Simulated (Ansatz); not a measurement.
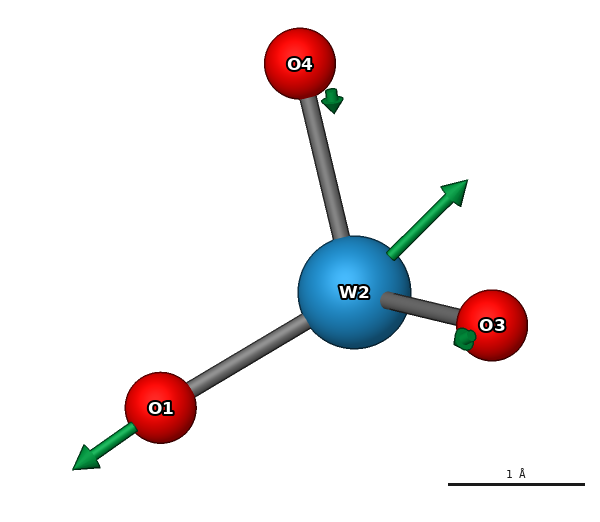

Arrows show the forces on the atoms, 0.2 Å of arrow for 1 eV/Å; forces under a tenth of the largest aren't drawn. The species is neutral and a spin singlet. Level of theory: ωB97M-V/def2-TZVPP (Ansatz 0.2.0).

**On which atom is the force largest, and how large is it?**

On W2: 4.11 eV/Å.

**Along which bond is the force strongest?**

O1–W2, now 1.665 Å: the forces push its atoms apart, so a first step downhill lengthens it.

List the force components in the frame of the picture (x right, y up, z towards the viewer), in eV/Å.

| atom | Fx | Fy | Fz |
| --- | --- | --- | --- |
| O1 | −2.30 | −1.62 | 0.42 |
| W2 | 2.87 | 2.85 | 0.69 |
| O3 | −0.69 | −0.34 | −0.79 |
| O4 | 0.12 | −0.89 | −0.33 |
